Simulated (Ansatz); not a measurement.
**What a change does: single-point calculation on CH$_{10}$Si$_{3}$**

System: CH$_{10}$Si$_{3}$.
Method of the first run: RKS B2PLYP (frozen core)/def2-TZVPP (Ansatz 0.2.0).

The geometry comes from this level: PBE0-D4/def2-TZVP. Text and figures count atoms from 1; the logs count them from 0 in places.

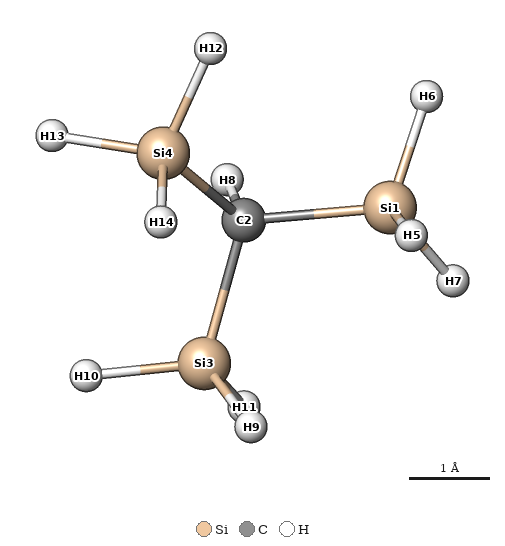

**Figure 1.** The input geometry (ball-and-stick view, seen at a tilt; atoms are numbered from 1 in the order of the input).

Input, the first run:
```yaml
crystal:
  periodic: [false, false, false]
  atoms:
    - {symbol: Si, position_ang: [-0.868246, 1.540613, 0.229376]}
    - {symbol: C, position_ang: [-0.407605, -0.211884, -0.247596]}
    - {symbol: Si, position_ang: [1.055709, -0.227911, -1.417795]}
    - {symbol: Si, position_ang: [-0.065587, -1.254599, 1.271187]}
    - {symbol: H, position_ang: [0.099742, 2.048137, 1.238356]}
    - {symbol: H, position_ang: [-2.233998, 1.578912, 0.815842]}
    - {symbol: H, position_ang: [-0.831027, 2.444479, -0.952982]}
    - {symbol: H, position_ang: [-1.263551, -0.653513, -0.773145]}
    - {symbol: H, position_ang: [2.118816, 0.669155, -0.890880]}
    - {symbol: H, position_ang: [1.620998, -1.598866, -1.549146]}
    - {symbol: H, position_ang: [0.650243, 0.251597, -2.765538]}
    - {symbol: H, position_ang: [-1.073495, -0.996344, 2.335951]}
    - {symbol: H, position_ang: [-0.095208, -2.700861, 0.927511]}
    - {symbol: H, position_ang: [1.280311, -0.918215, 1.807857]}
basis:
  gaussian: {orbitals: def2-TZVPP}
hamiltonian: {xc: {name: B2PLYP}}
```

Hardware: 4 threads of Arm Neoverse V1, 23 GiB of memory available, shared host.

Output (the first run):
```
Functional definition: B2PLYP
  parameter a = 0.53
  parameter c = 0.27
  exchange = (1 - a)*b88_x + a*exact_x
  correlation = (1 - c)*lyp_c + c*(mp2_os + mp2_ss)
1664 factors; integrals over basis functions are off by at most 8.6e-4 eV
mean field evaluation 1: about -24813.9707 eV, gradient 4.0e1 eV
mean field evaluation 2: about -24814.1094 eV, gradient 4.0e1 eV
mean field evaluation 4: about -24817.7623 eV, gradient 3.6e0 eV
mean field evaluation 8: about -24817.7978 eV, gradient 6.1e-2 eV
mean field evaluation 16: about -24817.7979 eV, gradient 6.7e-6 eV
mean field -24817.79785759 eV, -912.0372491587 hartree, gradient 6.8e-6 eV, S^2 0.000000; 0 other end points of the search recorded, 0 dependent functions left out
16 core orbitals not correlated: weight in the atoms' cores, before any rotation towards them, 1.000 or more for the frozen orbitals, at most 0.000 for the correlated occupied ones
reference -24817.79806253 eV, -912.0372566903 hartree; 13, 13 occupied and 268, 268 virtual orbitals, 1664 factors
second order -18.97770979 eV of doubles, -0.00000000 eV of singles
Total energy: -24822.92204417 eV, -912.2255595424 hartree
```

For the second run the input was changed thus:
```diff
-hamiltonian: {xc: {name: B2PLYP}}
+hamiltonian: {xc: {name: PBE-QIDH}}
```

How does the second run compare with the first run?

The total energies belong to different methods, so their difference says nothing on which is more stable or more accurate. The functional changes from B2PLYP to PBE-QIDH.

Output (the second run):
```
Functional definition: PBE-QIDH
  parameter a = 3^(-1/3)
  parameter c = 1/3
  exchange = (1 - a)*pbe_x + a*exact_x
  correlation = (1 - c)*pbe_c + c*(mp2_os + mp2_ss)
1664 factors; integrals over basis functions are off by at most 8.6e-4 eV
mean field evaluation 1: about -24806.5812 eV, gradient 3.3e1 eV
mean field evaluation 2: about -24806.7664 eV, gradient 3.4e1 eV
mean field evaluation 4: about -24809.6860 eV, gradient 3.2e0 eV
mean field evaluation 8: about -24809.7197 eV, gradient 5.9e-2 eV
mean field evaluation 16: about -24809.7197 eV, gradient 4.8e-5 eV
mean field -24809.71967097 eV, -911.7403812762 hartree, gradient 7.4e-6 eV, S^2 0.000000; 0 other end points of the search recorded, 0 dependent functions left out
16 core orbitals not correlated: weight in the atoms' cores, before any rotation towards them, 1.000 or more for the frozen orbitals, at most 0.000 for the correlated occupied ones
reference -24809.71968722 eV, -911.7403818735 hartree; 13, 13 occupied and 268, 268 virtual orbitals, 1664 factors
second order -17.62254670 eV of doubles, -0.00000000 eV of singles
Total energy: -24815.59386946 eV, -911.9562540888 hartree
```

The two runs side by side:

| quantity | the first run | the second run |
| --- | --- | --- |
| outcome | converged | converged |
| total energy (hartree) | −912.225560 | −911.956254 |
| basis functions | 297 | 297 |
| wall time (shared host) | 7.5 s | 8 s |
